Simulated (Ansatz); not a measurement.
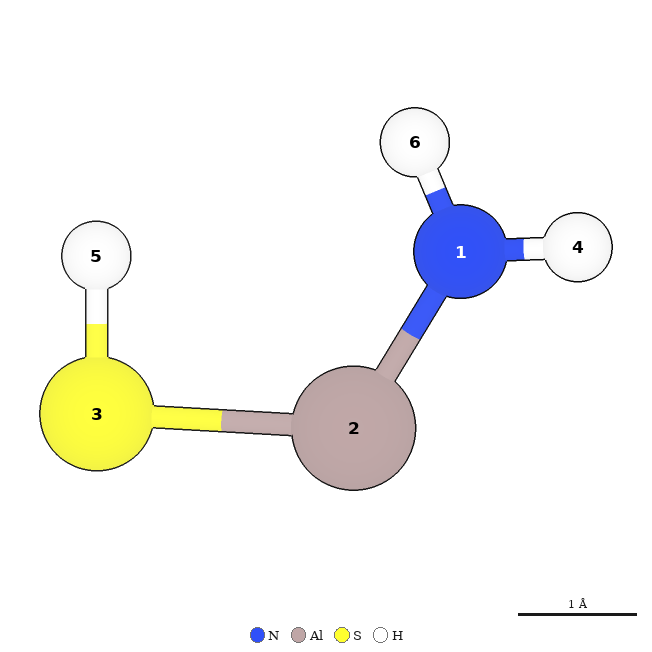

Atoms carry their numbers in the input. State: neutral, doublet. The geometry was computed by an optimisation with PBE0-D4/def2-TZVP. No frequency run is at hand to confirm it as a minimum.

> Describe the coordination of atom 2.

Al2 has 2 neighbours (N1 at 1.77, S3 at 2.21 Å); the arrangement is bent.

> What is the geometry at S3?

S3 has 2 neighbours (Al2 at 2.21, H5 at 1.35 Å); the arrangement is bent.

> Describe the coordination of atom 1.

N1 has 3 neighbours (Al2 at 1.77, H4 at 1.01, H6 at 1.01 Å); the arrangement is trigonal planar.
